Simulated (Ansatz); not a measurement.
## Al(111) with 4 thermally displaced layers, 2x2: scattering by thermal displacements

How much do lattice vibrations at 500 K scatter the electrons of Al? Layers with random displacements are laid between perfect leads, and the resistance is followed against their length.

Calculated with Ansatz 0.2.0; Ansatz plane-wave DFT, PBE, PAW files; ballistic transport by layer matching (Landauer), zero bias; PAW set soft_1.

## (1) Starting point

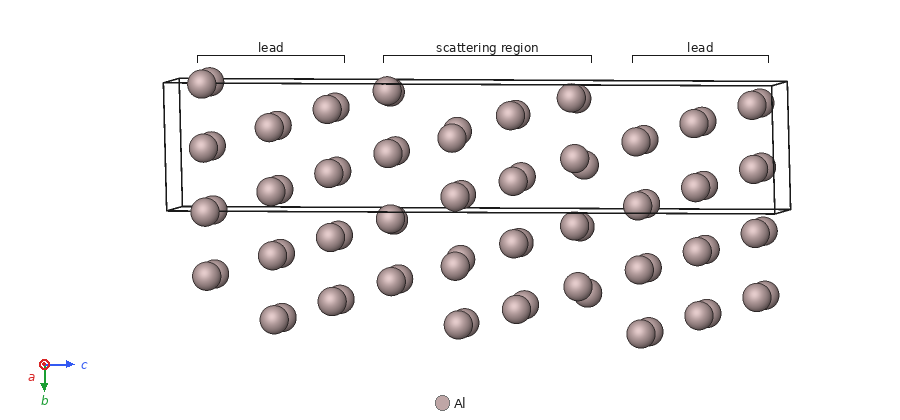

The starting structure, seen from the side, with the c axis across the page (aluminium light grey). 1×2×1 cells are drawn.

The cell holds 40 atoms: 40 Al. Its edges and angles: a = 5.725 Å, b = 5.725 Å, c = 23.429 Å, α = 93.5°, β = 86.5°, γ = 120.0°. It derives from Al. Regions: lead, 24 atoms (24 Al); scattering region, 16 atoms (16 Al). The structure is stacked along c, and the current runs across the ab planes.

## (2) With 4 displaced layers

Each atom of 4 layers is moved at random, by amounts drawn from a normal law 0.1226 Å wide in each direction from the Debye model (428 K) at 500 K. The layers about the cell's end stay perfect and serve as the lead. Disorder leaves little or no symmetry, which makes such runs dear. Energies from -0.05 to 0.05 eV in steps of 0.05 eV are too few for the program's thermal sum, so it prints no conductance; for a metal the transmission near the Fermi level serves, at a fraction of the cost.

Input file input.yaml:

```yaml
crystal:
  lattice:
    - [5.7246940741, 0.0, 0.0]
    - [-2.862347037, 4.957730497, 0.0]
    - [1.4311735185, -0.8262884162, 23.3709656917]
  atoms:
    - { symbol: Al, position: [0.9916666667, 0.0083333333, 0.05] }
    - { symbol: Al, position: [0.9916666667, 0.5083333333, 0.05] }
    - { symbol: Al, position: [0.4916666667, 0.0083333333, 0.05] }
    - { symbol: Al, position: [0.4916666667, 0.5083333333, 0.05] }
    - { symbol: Al, position: [0.1416666667, 0.3583333333, 0.15] }
    - { symbol: Al, position: [0.1416666667, 0.8583333333, 0.15] }
    - { symbol: Al, position: [0.6416666667, 0.3583333333, 0.15] }
    - { symbol: Al, position: [0.6416666667, 0.8583333333, 0.15] }
    - { symbol: Al, position: [0.2916666667, 0.2083333333, 0.25] }
    - { symbol: Al, position: [0.2916666667, 0.7083333333, 0.25] }
    - { symbol: Al, position: [0.7916666667, 0.2083333333, 0.25] }
    - { symbol: Al, position: [0.7916666667, 0.7083333333, 0.25] }
    - { symbol: Al, position: [0.942165772, 0.0556274779, 0.3533582433] }
    - { symbol: Al, position: [0.9369755821, 0.5454078902, 0.3518961293] }
    - { symbol: Al, position: [0.4819030091, 0.0811296356, 0.3463097587] }
    - { symbol: Al, position: [0.4068372883, 0.5429624345, 0.3502167048] }
    - { symbol: Al, position: [0.0402778003, 0.4018360357, 0.443466702] }
    - { symbol: Al, position: [0.0695400506, 0.8946031026, 0.4483413877] }
    - { symbol: Al, position: [0.6134762518, 0.4339913797, 0.4493259909] }
    - { symbol: Al, position: [0.6123906568, 0.8921972791, 0.4518432457] }
    - { symbol: Al, position: [0.2628196376, 0.2600074752, 0.5461012445] }
    - { symbol: Al, position: [0.2160848404, 0.747211035, 0.5511546575] }
    - { symbol: Al, position: [0.717606874, 0.2530234662, 0.5491650571] }
    - { symbol: Al, position: [0.755587469, 0.7639501772, 0.5518635006] }
    - { symbol: Al, position: [0.8753825476, 0.10581452, 0.6541110044] }
    - { symbol: Al, position: [0.906752745, 0.5785330136, 0.6579387016] }
    - { symbol: Al, position: [0.4299044309, 0.1278780646, 0.6513867504] }
    - { symbol: Al, position: [0.4012538575, 0.6460880343, 0.6602791871] }
    - { symbol: Al, position: [0.0416666667, 0.4583333333, 0.75] }
    - { symbol: Al, position: [0.0416666667, 0.9583333333, 0.75] }
    - { symbol: Al, position: [0.5416666667, 0.4583333333, 0.75] }
    - { symbol: Al, position: [0.5416666667, 0.9583333333, 0.75] }
    - { symbol: Al, position: [0.1916666667, 0.3083333333, 0.85] }
    - { symbol: Al, position: [0.1916666667, 0.8083333333, 0.85] }
    - { symbol: Al, position: [0.6916666667, 0.3083333333, 0.85] }
    - { symbol: Al, position: [0.6916666667, 0.8083333333, 0.85] }
    - { symbol: Al, position: [0.8416666667, 0.1583333333, 0.95] }
    - { symbol: Al, position: [0.8416666667, 0.6583333333, 0.95] }
    - { symbol: Al, position: [0.3416666667, 0.1583333333, 0.95] }
    - { symbol: Al, position: [0.3416666667, 0.6583333333, 0.95] }
kpoints:
  mp_grid: { grid: [5, 5, 1] }
hamiltonian:
  xc: pbe
  pseudopotentials: { kind: paw, azcp: { folder: soft_1 } }
scf:
  occupations: { method: fermi_dirac, width: 0.1 }
output:
  transmission:
    leads: [[0, 4]]
    kmesh: [10, 10]
    e_range: [-0.05, 0.05]
    de: 0.05
  write_potential: true
  write_density: true
  volumetric_format: npy
  elf: true
```

Started as:

```console
$ ansatz run input.yaml --threads 8 --pin off --max-ram 15360MiB --backend cpu --events-out ev --progress --plain --runs-dir out
```

Numbers of over 12 decimals in the logs are rounded to 6 here.

The program printed:

```text
Engine: ansatz 0.2.0, aarch64-unknown-linux-gnu
Pseudopotentials: kind: paw
Pseudopotential: Al, paw, valence charge 3, recommended cutoff 420 eV (normal), soft_1/Al.paw.azcp
Functional definition: PBE
  parameter kappa = 0.804
  parameter beta = 0.066725
  exchange = pbe_x(kappa = kappa, mu = beta*pi^2/3)
  correlation = pbe_c(beta = beta)
Crystal: 40 atoms, lattice volume = 663.303 Å³
Basis set: ecut = 420 eV, 13043 PW (Γ)
Bands: 100, of which v1, the nominal top of the filled ones, is band 60 counted from 1 (59 counted from 0)
Symmetry: 1 space group operations
Space group: P1 (ITA 1), of the structure as read, at distance tolerance 8.7e-5 Å
k-points: 13 of 25 (time reversal used)
Non-local potential: Al, projectors of the file, l = 0: 2, l = 1: 2, l = 2: 1
PAW form: soft (Blöchl's): semilocal exchange-correlation on the pseudo side does not see the compensation charge
PAW one-centre angular grid: Al, 110 points (default); XC on 64 Gauss nodes
Initial density: superposition of atomic densities (chi_scale 0.1, normalization cell)
Initial wavefunctions: pseudopotential atomic-orbital guess
Functional: x = pbe(κ = 0.804, μ = 0.219515), c = pbe(β = 0.066725)
SCF iter   1: F=—  HF=-21500.396079 eV  |F-HF|=—  |Δ(HF+E_count)|=         —  Δρ=2.41e-2  dr2=5.84e0  ethr=3.10e-3  ⟨swp⟩=6.4  Hψ=6129  notcnv=0  defer=40
preconditioner: auto → Kerker (q_TF=auto, 2.052 Å⁻¹)  [metal: Δε(μ)=0.005 eV  Ē_g=6.735 eV  σ=0.100 eV  W_gap=0.01  n_scr=86 (ndim 8)  ℏωp=15.8 eV  f_vac=0.000  D(μ)=19.70/eV (n_scr^D=138)]
SCF iter   2: F=—  HF=-21499.476792 eV  |F-HF|=—  |Δ(HF+E_count)|=   9.19e-1  Δρ=1.56e-2  dr2=2.16e0  ethr=3.10e-3  ⟨swp⟩=1.2  Hψ=1507  notcnv=0  defer=56
SCF iter   3: F=—  HF=-21498.561312 eV  |F-HF|=—  |Δ(HF+E_count)|=   9.15e-1  Δρ=1.58e-3  dr2=2.57e-2  ethr=1.80e-3  ⟨swp⟩=3.0  Hψ=2030  notcnv=0  defer=112
SCF iter   4: F=—  HF=-21498.550616 eV  |F-HF|=—  |Δ(HF+E_count)|=   1.07e-2  Δρ=2.79e-4  dr2=1.41e-3  ethr=2.14e-5  ⟨swp⟩=2.0  Hψ=1897  notcnv=0  defer=112
SCF iter   5: F=—  HF=-21498.550268 eV  |F-HF|=—  |Δ(HF+E_count)|=   3.48e-4  Δρ=3.31e-5  dr2=3.63e-5  ethr=1.18e-6  ⟨swp⟩=1.0  Hψ=1188  notcnv=0  defer=112
SCF iter   6: F=—  HF=-21498.550288 eV  |F-HF|=—  |Δ(HF+E_count)|=   2.01e-5  Δρ=8.00e-6  dr2=5.05e-7  ethr=3.03e-8  ⟨swp⟩=2.5  Hψ=1760  notcnv=0  defer=112
SCF iter   7: F=-21498.550288 eV  HF=-21498.550288 eV  |F-HF|=1.76e-8  |Δ(HF+E_count)|=   3.91e-8  Δρ=1.52e-6  dr2=3.15e-8  ethr=8.33e-11  ⟨swp⟩=13.1  Hψ=5428  notcnv=0
SCF 1 converged in 7 iterations: F = -21498.550288 eV  dr2 = 3.15e-8
  greatest PAW one-centre occupation: 0.457 electrons in one spin orbital (limit 2), on the Al atom at site 18 (counted from 0), in its partial waves of l = 0
transmission: 162 of 1508 steps passed
transmission: 318 of 1508 steps passed
[...]
transmission: 1508 of 1508 steps passed
SCF converged after 7 iterations
Free energy (F): -21498.550288 eV
Harris-Foulkes:  -21498.550288 eV  (|F-HF|=1.76e-8)
Internal energy: -21497.907254 eV  (E = F + TS)
E sigma→0 (E₀):  -21498.228771 eV
Entropy (-TS):   -0.643034 eV (-16.076 meV/atom)
Fermi energy:    7.919324 eV
--- Per-component energies (eV) ---
  E_band       = 414.576968
  E_kinetic    = 901.886882
  E_local      = 393.135543  (includes V_loc(G=0)·N_el)
  E_nonlocal   = 401.696220
  E_hartree    = 12.398369
  E_xc         = -1507.374247
  E_vxc        = -1166.521135  (∫ρ·V_xc dr)
  E_paw        = -18776.933492  (= ΣΔE_a)
  E_vpaw       = -140.417306  (= ΣTr[D̂ρ^β])
  E_aug_tail   = -0.000082  (compensation charges beyond the density's cutoff)
  E_ewald      = -2922.716448
  E_smearing   = -0.643034  (= −TS)
  E_closure    = 0.000000  (closes the sum)
  Σ components = -21498.550288   (vs F -21498.550288, Δ=0.00e0)
--- Band table (eV; the first three rows and the last of 13) ---
  k-point 0: bands = [... 56 lower, 6.3648, 6.6908, 6.7377, 6.7576, 6.7909, 7.0968, 7.1552, 7.1714, ... 36 higher]
  k-point 1: bands = [... 56 lower, 6.7212, 6.8764, 7.0457, 7.1740, 7.3279, 7.3886, 7.5185, 7.5769, ... 36 higher]
  k-point 2: bands = [... 56 lower, 7.8476, 7.9030, 7.9792, 8.0470, 8.1449, 8.1588, 8.2794, 8.3575, ... 36 higher]
  k-point 12: bands = [... 56 lower, 7.4650, 7.5620, 7.7845, 7.9235, 7.9569, 7.9997, 8.0663, 8.1250, ... 36 higher]
--- Transmission ---
  basis      : 253 plane waves across, 29 finite elements along
  points     : 52, standing for a mesh of 10 x 10
  energies   : 3 from -0.050000 to 0.050000 eV about the Fermi level, 0.050000 eV apart; the leads are filled to 0.000000 eV, and channels, transmission and decay are at 0.000000 eV
  crystal 0  : Al4, at the sites [0, 4], period 2.3371 Å, over 14.02 Å; its Hamiltonian steps by up to 12.9 meV
    offset         : up to 0.0000 Å between an atom of the period and one for which it stands
    channels       : 5.410000e0 a spin
    conductance    : none, the energies end too early or step too widely for 300 K: set another output.transmission.e_range or a lower de, or, where they end at an eighth of basis.ecutwfc, a higher one
  junction   : crystal 0 to crystal 0, 0.70 to 21.73 Å
    transmission   : 4.851254e0 a spin
    conductance    : none, the energies end too early or step too widely for 300 K: set another output.transmission.e_range or a lower de, or, where they end at an eighth of basis.ecutwfc, a higher one
```

Wall time 6.1 min (8 threads of Arm Neoverse N1, shared host); peak memory 2.7 GiB; 38 min of CPU time.

Reading the cycles: dr2 is the Hartree energy of the density residual (eV), the measure of convergence; HF is the Harris–Foulkes estimate of the energy, which meets the free energy F at convergence.

Numbers from this step:

```yaml
free_energy: -21498.5503 eV
energy_at_zero_smearing: -21498.2288 eV
fermi_energy: 7.919 eV
cell_area: 28.38 Å²
transmission_per_spin_nearest_the_fermi_level: 4.851
open_channels_per_spin_nearest_the_fermi_level: 5.41
step_of_the_lead_s_potential: 12.9 meV
```

Per spin. The transmission, zone mean by energy, zero at the Fermi level:

| energy (eV) | transmission, zone mean |
| --- | --- |
| -0.0500 | 4.78 |
| 0.0000 | 4.85 |
| 0.0500 | 4.98 |

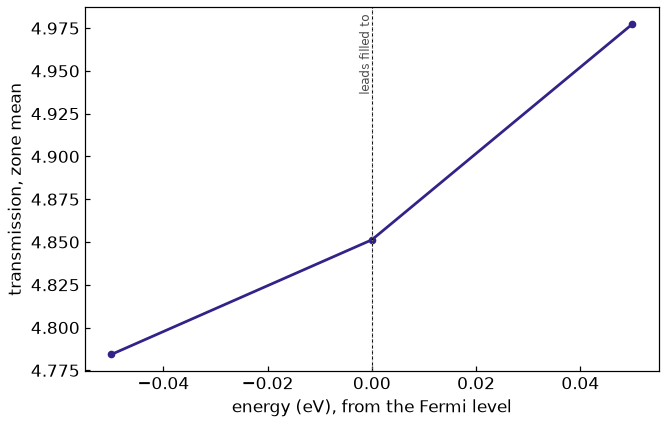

Transmission, zone mean, plotted against energy.

Per spin. The open channels, zone mean, lead by energy, zero at the Fermi level:

| energy (eV) | open channels, zone mean, lead |
| --- | --- |
| -0.0500 | 5.29 |
| 0.0000 | 5.41 |
| 0.0500 | 5.59 |

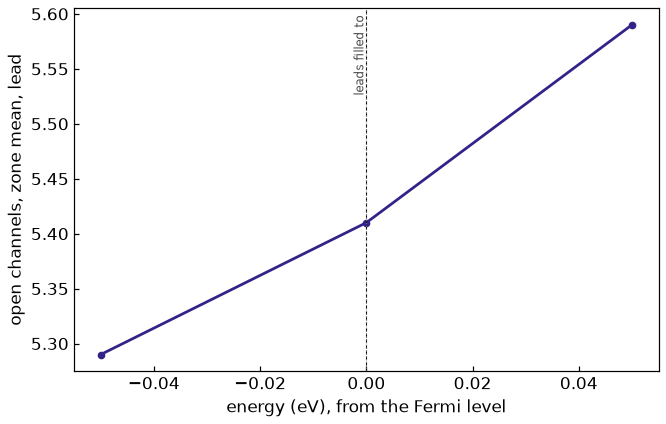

Open channels, zone mean, lead, plotted against energy.

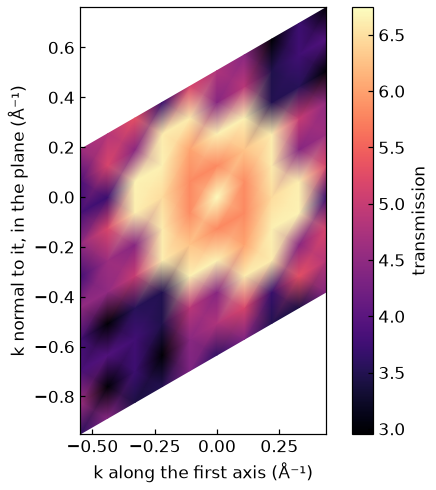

Transmission over k1 and k2. At 0.0000 eV from the Fermi level.

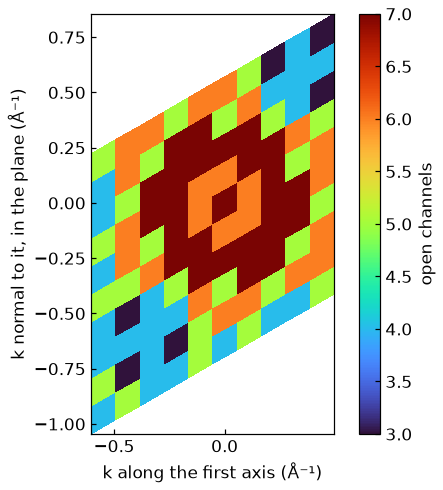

Open channels over k1 and k2. At 0.0000 eV from the Fermi level.

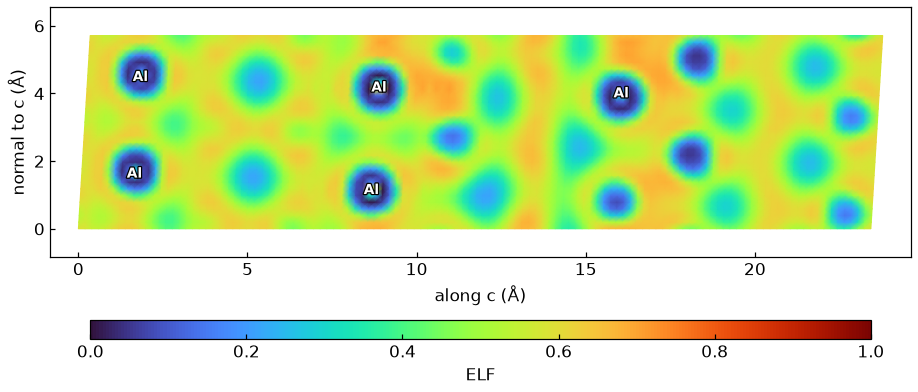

ELF in the ca plane at fractional y = 0.543, with atoms of Al within 0.2 Å of it. It is the smooth field of the valence electrons, not physical close to the nuclei. The map starts off the cell's origin, so that atoms lie inside it.

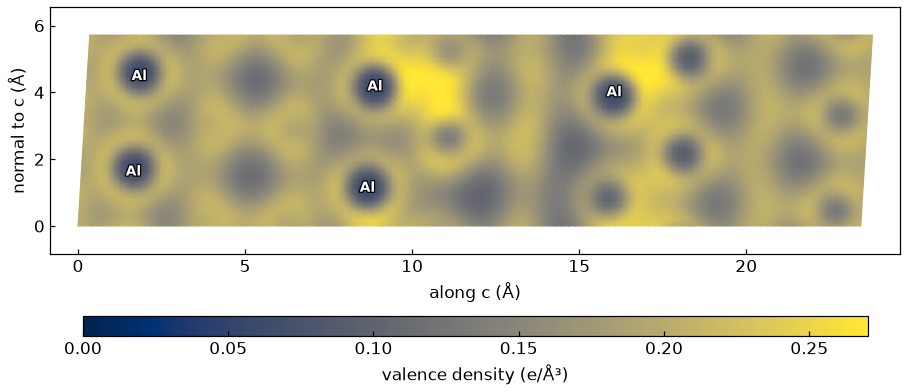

Valence density in the ca plane at fractional y = 0.543, with atoms of Al within 0.2 Å of it. It is the smooth field of the valence electrons, not physical close to the nuclei. The map starts off the cell's origin, so that atoms lie inside it.

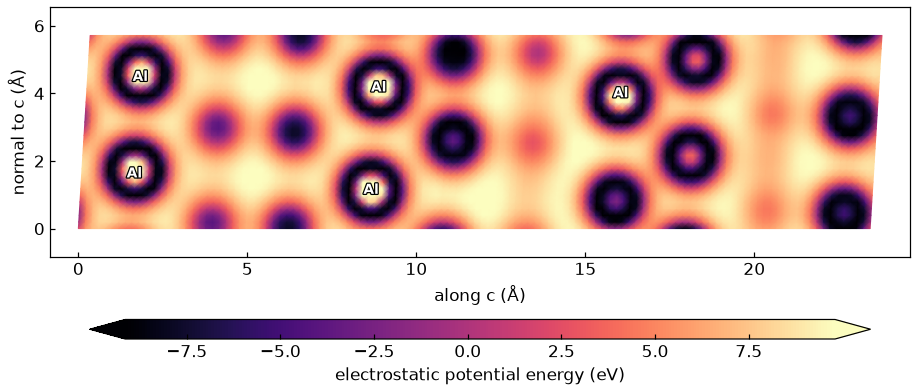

Electrostatic potential energy in the ca plane at fractional y = 0.543, with atoms of Al within 0.2 Å of it. With pseudopotentials it is smooth inside the atoms' cores, unlike the true potential. The map starts off the cell's origin, so that atoms lie inside it.

Over the solved energies the transmission per spin lies between 4.78 and 4.98, out of 5.43 channels of the lead on average (up to 5.59).

(Part 1 of 2 ends here.)

[Logs are printed without paths, hosts, clocks, repeated set-up lines and the standing remarks that a program may print on its own settings, such as how far it seeks lower states.]

[Hosts, paths, dates, database ids (printed as entryN), source tags and the programs' standing remarks are cut or masked in the printed files.]
